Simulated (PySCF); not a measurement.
# HNO (nitroxyl) at r2SCAN/def2-TZVPPD

What is the energy change on altering one bond length of HNO (nitroxyl) at r2SCAN/def2-TZVPPD? 

The results are computed with PySCF 2.14.0.

5 further runs of the same task are left out: 5 set aside as unsound or not needed. Runs told in other sessions of the task aren't counted.

## 1. The structure to begin with

HNO: 3 atoms, total charge 0, spin state singlet. As SMILES, `N=O`. Geometry: relaxed at GFN2-xTB.

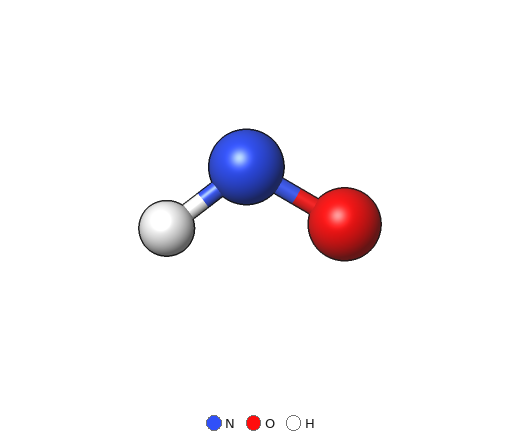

The structure, seen from a chosen angle (nitrogen blue, oxygen red, hydrogen white).

## 2. The energy at r2SCAN/def2-TZVPPD

Input file start.xyz:

```xyz
3

N     -0.275940     0.297220    -0.114780
O      0.768580     0.418030     0.466150
H     -0.492640    -0.715240    -0.351380
```

Input file run.py:

```python
# nitroxyl
from pyscf import gto, dft

mol = gto.M(
    atom='start.xyz',
    max_memory=1860,
    charge=0,
    basis='def2-tzvppd',
    verbose=4,
)

calc0 = dft.RKS(mol, xc='r2scan')
calc0.grids.level = 5
calc0.conv_tol = 1e-10
calc0.kernel()
if not calc0.converged:
    calc0 = calc0.newton().run(calc0.mo_coeff, calc0.mo_occ)

energy = calc0.e_tot
print(f'total energy: {energy:.8f} hartree')
```

Command:

```
OMP_NUM_THREADS=1 python run.py
```

Standard output:

```text
PySCF version 2.14.0

[INPUT] num. atoms = 3
[INPUT] num. electrons = 16
[INPUT] charge = 0
[INPUT] spin (= nelec alpha-beta = 2S) = 0
[INPUT] symmetry False subgroup None
[INPUT] Mole.unit = angstrom
[INPUT] Symbol           X                Y                Z      unit          X                Y                Z       unit  Magmom
[INPUT]  1 N     -0.275940000000   0.297220000000  -0.114780000000 AA   -0.521451026812   0.561664398743  -0.216902764578 Bohr   0.0
[INPUT]  2 O      0.768580000000   0.418030000000   0.466150000000 AA    1.452405704818   0.789962211852   0.880895832966 Bohr   0.0
[INPUT]  3 H     -0.492640000000  -0.715240000000  -0.351380000000 AA   -0.930954678006  -1.351607713334  -0.664011965650 Bohr   0.0

nuclear repulsion = 30.4051266832744
number of shells = 34
number of NR pGTOs = 126
number of NR cGTOs = 94
basis = def2-tzvppd
ecp = {}

******** <class 'pyscf.dft.rks.RKS'> ********
method = RKS
initial guess = minao
damping factor = 0
level_shift factor = 0
DIIS = <class 'pyscf.scf.diis.CDIIS'>
diis_start_cycle = 1
diis_space = 8
diis_damp = 0
SCF conv_tol = 1e-10
SCF conv_tol_grad = None
SCF max_cycles = 50
direct_scf = True
direct_scf_tol = 1e-13
XC library pyscf.dft.libxc version 7.0.0
    S. Lehtola, C. Steigemann, M. J.T. Oliveira, and M. A.L. Marques.,  SoftwareX 7, 1–5 (2018)
XC functionals = r2scan
    J. W. Furness, A. D. Kaplan, J. Ning, J. P. Perdew, and J. Sun.,  J. Phys. Chem. Lett. 11, 8208-8215 (2020)
    J. W. Furness, A. D. Kaplan, J. Ning, J. P. Perdew, and J. Sun.,  J. Phys. Chem. Lett. 11, 9248-9248 (2020)
    J. W. Furness, A. D. Kaplan, J. Ning, J. P. Perdew, and J. Sun.,  J. Phys. Chem. Lett. 11, 8208-8215 (2020)
    J. W. Furness, A. D. Kaplan, J. Ning, J. P. Perdew, and J. Sun.,  J. Phys. Chem. Lett. 11, 9248-9248 (2020)
radial grids:
    Treutler-Ahlrichs [JCP 102, 346 (1995); DOI:10.1063/1.469408] (M4) radial grids

becke partition: Becke, JCP 88, 2547 (1988); DOI:10.1063/1.454033
pruning grids: <function nwchem_prune>
grids dens level: 5
symmetrized grids: False
atomic radii adjust function: <function treutler_atomic_radii_adjust>
small_rho_cutoff = 0
Set gradient conv threshold to 1e-05
Initial guess from minao.
tot grids = 108632
init E= -130.665481980035
  HOMO = -0.244929768403232  LUMO = -0.165079048274258  gap/eV = 2.17285
cycle= 1 E= -130.388611299025  delta_E= 0.277  |g|= 0.622  |ddm|= 1.44
  HOMO = -0.128429128027307  LUMO = -0.0918561631551186  gap/eV = 0.99520
cycle= 2 E= -129.834589599238  delta_E= 0.554  |g|= 1.77  |ddm|= 1.11
  HOMO = -0.204081906007858  LUMO = -0.144910691022737  gap/eV = 1.61013
cycle= 3 E= -130.459128479293  delta_E= -0.625  |g|= 0.0775  |ddm|= 0.833
  HOMO = -0.215643899395353  LUMO = -0.157622648914419  gap/eV = 1.57884
cycle= 4 E= -130.460072172088  delta_E= -0.000944  |g|= 0.0348  |ddm|= 0.0892
  HOMO = -0.209516810940613  LUMO = -0.1509174867779  gap/eV = 1.59457
cycle= 5 E= -130.460308323912  delta_E= -0.000236  |g|= 0.0117  |ddm|= 0.0398
  HOMO = -0.21102921622839  LUMO = -0.152683753273415  gap/eV = 1.58766
cycle= 6 E= -130.460337768557  delta_E= -2.94e-05  |g|= 0.0007  |ddm|= 0.00978
  HOMO = -0.211035522616903  LUMO = -0.152674771507101  gap/eV = 1.58808
cycle= 7 E= -130.460337879743  delta_E= -1.11e-07  |g|= 0.000194  |ddm|= 0.000965
  HOMO = -0.211051151208871  LUMO = -0.152687720090142  gap/eV = 1.58815
cycle= 8 E= -130.460337889495  delta_E= -9.75e-09  |g|= 1.8e-05  |ddm|= 0.000178
  HOMO = -0.211050503674173  LUMO = -0.152686372426722  gap/eV = 1.58817
cycle= 9 E= -130.460337889563  delta_E= -6.82e-11  |g|= 4.96e-06  |ddm|= 3.89e-05
  HOMO = -0.211051269840922  LUMO = -0.152687207506375  gap/eV = 1.58817
Extra cycle  E= -130.460337889539  delta_E= 2.36e-11  |g|= 1.24e-05  |ddm|= 1.61e-05
converged SCF energy = -130.460337889539
total energy: -130.46033789 hartree
```

Run time: 14 s. Hardware: 1 thread of Arm Neoverse V1, shared host; peak memory 0.51 GiB.

## 3. The distorted shape at the same level

Input file input.py:

```python
from pyscf import gto, dft

mol = gto.M(
    atom='''
N     -0.398602     1.135638    -0.082772
O      1.575255     1.363936     1.015027
H     -0.930955    -1.351608    -0.664012
''',
    basis='def2-tzvppd',
    verbose=3,
    max_memory=1860,
    spin=0,
    unit='bohr',
)

myscf = dft.RKS(mol, xc='r2scan')
myscf.grids.level = 5
myscf.conv_tol = 1e-10
myscf.kernel()
if not myscf.converged:
    myscf = myscf.newton().run(myscf.mo_coeff, myscf.mo_occ)

e_final = myscf.e_tot
print('E = %.10f Eh' % e_final)
```

Command:

```
OMP_NUM_THREADS=1 python input.py
```

Standard output:

```text
converged SCF energy = -130.436944576637
E = -130.4369445766 Eh
```

Run time: 15 s. Hardware: 1 thread of Arm Neoverse V1, shared host; peak memory 0.51 GiB.

## 4. Outcome

At r2SCAN/def2-TZVPPD:

| quantity | value |
| --- | --- |
| first shape: total energy | -130.46034 Eh |
| first shape: dipole moment | 1.60 D |
| first shape: HOMO energy | -5.74 eV |
| first shape: LUMO energy | -4.15 eV |
| first shape: HOMO–LUMO gap | 1.59 eV |
| distorted shape: total energy | -130.43694 Eh |
| distorted shape: dipole moment | 0.66 D |
| distorted shape: HOMO energy | -6.10 eV |
| distorted shape: LUMO energy | -4.39 eV |
| distorted shape: HOMO–LUMO gap | 1.71 eV |
| energy change with the N1–H3 bond stretched from 1.062 to 1.381 Å | 0.637 eV |

**Reading.** With the N1–H3 bond stretched from 1.062 to 1.381 Å the energy rises by 0.64 eV (61.4 kJ/mol). The first shape isn't relaxed at this level, so the change isn't measured from a minimum. Mulliken charges (first shape) run from -0.22 on O2 to +0.12 on H3; in a basis this large or diffuse they mean little.
